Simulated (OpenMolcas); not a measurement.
**One shape, several levels: doublet [SF3]2+**

Aim: a comparison of 6 runs (UHF/3-21G, UB3LYP/6-31G*, U-r2SCAN/6-311+G**, UM06-L/6-311+G**, UPBE/6-311+G**) of doublet [SF3]2+. 

The calculation is run with OpenMolcas 26.06.

## Step 1: Starting point

The species is [SF3]2+ (4 atoms), meant as a doublet with charge +2. As SMILES of the parent species, `F[S+](F)F`. Geometry: relaxed at PBE0-D4/def2-TZVP. That shape belongs to the parent species and isn't relaxed for this state.

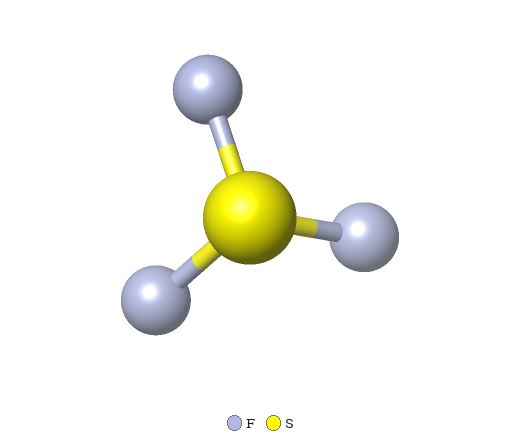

Viewed from a chosen angle; fluorine light blue, sulfur yellow.

## Step 2: The energy at UHF/3-21G (run 1)

The input, job.inp:

```
&GATEWAY
 BASLIB = $CurrDir
 COORD
 4
 bohr
 F      1.17733717     0.36099438     2.20674658
 S      0.81781677    -0.11066236    -0.57020596
 F     -1.03069442    -2.26287145    -0.45088865
 F     -0.96445952     2.01253943    -1.18565197
 BASIS = 3-21G
 GROUP = NoSym

&SEWARD

&SCF
 UHF
 CHARGE = 2
 SPIN = 2
 THRESHOLDS = 1e-10 1e-07 1e-07 1e-05
 PRORBITALS = 0
```

The basis set 3-21G is read from a file made from the Basis Set Exchange's data (not shown).

The run is started by

```
export MOLCAS_MEM=1860
pymolcas job.inp > job.log
```

Standard output:

```text
--- Start Module: gateway ---
[...]
--- Stop Module: gateway /rc=_RC_ALL_IS_WELL_ ---
--- Start Module: seward ---
[...]
      Basis functions           40
--- Stop Module: seward /rc=_RC_ALL_IS_WELL_ ---
[...]
--- Start Module: scf ---
[...]
       Convergence after  19 Iterations
[...]
::    Total SCF energy                               -690.9234504363
[...]
      Total spin, S                                     0.5246894496
[...]
      Total electronic charge=   41.000000
      Total            charge=    2.000000
[...]
      Dipole Moment (debye):
      Origin of the operator (angstrom)=    0.0631   -0.0085   -0.0440
                   X=  3.2849E+00               Y= -4.4449E-01               Z= -2.2904E+00           Total=  4.0292E+00
      Center of Charge (angstrom)
[...]
--- Stop Module: scf /rc=_RC_ALL_IS_WELL_ ---
[...]
```

Run time: 7.2 s. Hardware: 1 thread of AMD EPYC (Zen 3), shared host; peak memory 0.38 GiB.

## Step 3: A single-point energy at UB3LYP/6-31G(d) (spherical functions) (run 2)

The input, input.xyz:

```xyz
4

F      0.623020     0.191030     1.167760
S      0.432770    -0.058560    -0.301740
F     -0.545420    -1.197460    -0.238600
F     -0.510370     1.064990    -0.627420
```

The input, mol.input:

```
&GATEWAY
  BasLib = $CurrDir
  Coord = input.xyz
  Basis = 6-31Gs
  Group = NoSym

&SEWARD
  GridInput
  Grid=UltraFine
  End of Grid

&SCF
  UHF
  Charge = 2
  Spin = 2
  KSDFT = B3LYP
  Thresholds = 1e-10 1e-07 1e-07 1e-05
  PrOrbitals = 1
```

The basis set 6-31G* is read from a file made from the Basis Set Exchange's data (not shown).

The run is started by

```
export MOLCAS_MEM=1860
pymolcas mol.input > mol.log
```

Standard output:

```text
--- Start Module: gateway ---
[...]
--- Stop Module: gateway /rc=_RC_ALL_IS_WELL_ ---
--- Start Module: seward ---
[...]
      Basis functions           60
--- Stop Module: seward /rc=_RC_ALL_IS_WELL_ ---
[...]
--- Start Module: scf ---
[...]
       Convergence after  18 Iterations
[...]
::    Total KS-DFT energy                            -696.4693074765
[...]
      Total spin, S                                     0.5031684234
[...]
      Total electronic charge=   41.000000
      Total            charge=    2.000000
[...]
      Dipole Moment (debye):
      Origin of the operator (angstrom)=    0.0631   -0.0085   -0.0440
                   X=  2.2143E+00               Y= -2.9962E-01               Z= -1.5439E+00           Total=  2.7159E+00
      Center of Charge (angstrom)
[...]
--- Stop Module: scf /rc=_RC_ALL_IS_WELL_ ---
[...]
```

Wall time 37 s (1 thread of AMD EPYC (Zen 3), shared host); peak memory 0.4 GiB.

Runs 3 to 5 aren't shown in full; the table further down has their settings and results.

## Step 4: The energy at UPBE/6-311+G(d,p) (run 6)

The input, test.input:

```
&gateway
 baslib
 $CurrDir
 coord
 4
 angstrom
 F        0.623020       0.191030       1.167760
 S        0.432770      -0.058560      -0.301740
 F       -0.545420      -1.197460      -0.238600
 F       -0.510370       1.064990      -0.627420
 basis
 6-311pGss
 group
 NoSym

&seward
 gridinput
 Grid=UltraFine
 End of Grid

&scf
 uhf
 charge
 2
 spin
 2
 ksdft
 PBE
 thresholds
 1e-10 1e-07 1e-07 1e-05
 prorbitals
 1 2
```

The basis set 6-311+G** is read from a file made from the Basis Set Exchange's data (not shown).

The run is started by

```
export MOLCAS_MEM=1860
pymolcas test.input > test.log
```

Standard output:

```text
--- Start Module: gateway ---
[...]
--- Stop Module: gateway /rc=_RC_ALL_IS_WELL_ ---
--- Start Module: seward ---
[...]
      Basis functions           96
--- Stop Module: seward /rc=_RC_ALL_IS_WELL_ ---
[...]
--- Start Module: scf ---
[...]
       Convergence after  20 Iterations
[...]
::    Total KS-DFT energy                            -696.1443494781
[...]
      Total spin, S                                     0.5010759162
[...]
      Total electronic charge=   41.000000
      Total            charge=    2.000000
[...]
      Dipole Moment (debye):
      Origin of the operator (angstrom)=    0.0631   -0.0085   -0.0440
                   X=  2.1313E+00               Y= -2.8839E-01               Z= -1.4860E+00           Total=  2.6141E+00
      Center of Charge (angstrom)
[...]
--- Stop Module: scf /rc=_RC_ALL_IS_WELL_ ---
[...]
```

Wall time 65 s (1 thread of AMD EPYC (Zen 3), shared host); peak memory 0.53 GiB.

## Step 5: The series

| run | level | integration grid | Cartesian functions | energy (Eh) | HOMO energy (eV) | LUMO energy (eV) | ⟨S²⟩ | wall time |
| --- | --- | --- | --- | --- | --- | --- | --- | --- |
| 1 | UHF/3-21G | – | no | -690.923450 | -34.47 | -21.59 | 0.800 | 7.2 s |
| 2 | UB3LYP/6-31G* (spherical functions) | UltraFine | no | -696.469307 | -28.94 | -25.48 | 0.756 | 37 s |
| 3 | UB3LYP/6-31G* (Cartesian functions) | UltraFine | yes | -696.475321 | -28.93 | -25.47 | 0.756 | 42 s |
| 4 | U-r2SCAN/6-311+G** | UltraFine | no | -696.425157 | -28.05 | -26.15 | 0.755 | 87 s |
| 5 | UM06-L/6-311+G** | UltraFine | no | -696.524062 | -27.94 | -26.16 | 0.754 | 88 s |
| 6 | UPBE/6-311+G** | UltraFine | no | -696.144349 | -27.46 | -26.18 | 0.752 | 65 s |

## Step 6: Outcome

| quantity | value |
| --- | --- |
| run 6: total energy | -696.14435 Eh |
| run 6: HOMO energy (highest over α and β) | -27.46 eV |
| run 6: LUMO energy (lowest over α and β) | -26.18 eV |
| run 6: ⟨S²⟩ | 0.752 |

In words: Totals of different functionals can't be ranked against each other. All runs together took 5.4 min, the longest 88 s.
